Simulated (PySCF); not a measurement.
C5H13BrSi, SMILES C[Si](C)(CCBr)C at its GFN2-xTB optimised geometry (Å):

```
20

C      1.5563    -0.7228     0.0000
Si    -0.3485    -0.7228     0.0000
C     -0.9918    -1.5320    -1.6009
C     -1.0313    -1.6647     1.5116
C     -1.0219     1.0849     0.0000
C     -1.2884     1.6627     1.3719
Br     0.3340     1.7634     2.4550
H      1.9505    -0.1610    -0.8424
H      1.9387    -1.7362    -0.0772
H      1.9653    -0.2863     0.9057
H     -2.0759    -1.5848    -1.6214
H     -0.6728    -0.9822    -2.4807
H     -0.6140    -2.5445    -1.6944
H     -0.6372    -1.2704     2.4435
H     -0.7546    -2.7134     1.4642
H     -2.1162    -1.6185     1.5604
H     -0.3262     1.7362    -0.5316
H     -1.9653     1.1260    -0.5489
H     -1.6664     2.6849     1.3229
H     -1.9826     1.0464     1.9405
```

Computed with PySCF with CAM-B3LYP/def2-SVP. Cells within 0.4 Å of a nucleus heavier than hydrogen are left out (blank, or x).

Map of the electrostatic potential (hartree/e), clipped to [-0.08, 0.12] on the plane z = 1.5 Å:

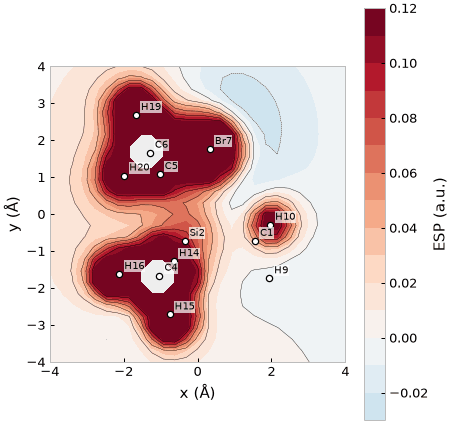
Figure: Electrostatic potential (hartree/e), clipped to [-0.08, 0.12] on the plane z = 1.5 Å.
